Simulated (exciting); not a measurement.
Consider RbLuSe2, space group R-3m.

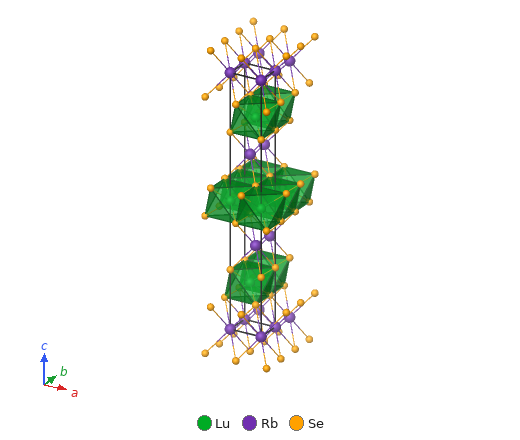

The structure (lutetium green, rubidium purple, selenium orange). 1×2×1 conventional cells are drawn. Some periodic images of atoms are drawn too.

```xyz
4
Lattice="2.0647 1.1921 7.8713 -2.0647 1.1921 7.8713 0.0000 -2.3841 7.8713" Properties=species:S:1:pos:R:3 pbc="T T T"
Lu    0.0000    0.0000   11.8070
Rb    0.0000    0.0000    0.0000
Se    0.0000    0.0000   18.1405
Se    0.0000    0.0000    5.4735
```

Absorber: atom 1, with 6 Se at 2.84 Å (octahedral, site symmetry -3m). Method: exciting, all-electron LAPW+lo, LDA, exchange and screened direct term (singlet BSE), 3×3×3 shifted k points, 49 conduction bands, |G+q| up to 3 bohr⁻¹ (2 in the exchange term), full RPA screening with nempty = 82, Lorentzian half width 2.34 eV.

Question: Predict the Lu L₃ near-edge structure at this level.

Bound core exciton? Yes on this mesh: the first bright state (over 5 % of the brightest) lies at -1.36 eV from the Kohn–Sham onset. Maxima (height): -0.1 eV (1.00).

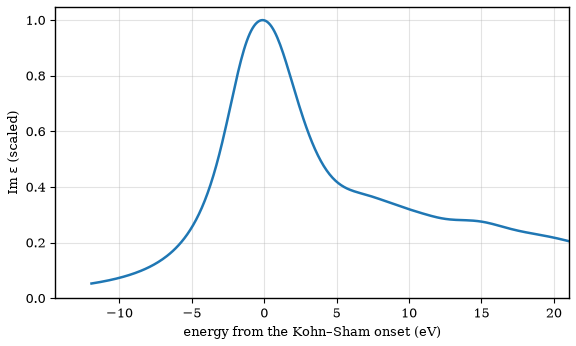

Energy from the Kohn–Sham onset, core level to the lowest empty state found on the meshes used; Im ε in relative units.

Binding energies aren't converged on 27 k points, and fine structure above the first lines is partly noise of the mesh. Exchange and the short-range direct term aren't converged in the kernel cutoff. The zero comes from the shifted mesh, which comes near the band minimum without meeting it. The conduction states carry no spin here, so the exchange coupling to the spinor core hole is only partly held. This core level is treated alone, with no coupling to its spin–orbit partner. The structure is a published determination, not relaxed.

[Banner, clock and machine lines of the logs are left out without a mark of their own.]

[Logs are printed without paths, hosts, clocks, repeated set-up lines and the standing remarks that a program may print on its own settings, such as how far it seeks lower states.]

[Hosts, paths, dates, database ids (printed as entryN), source tags and the programs' standing remarks are cut or masked in the printed files.]
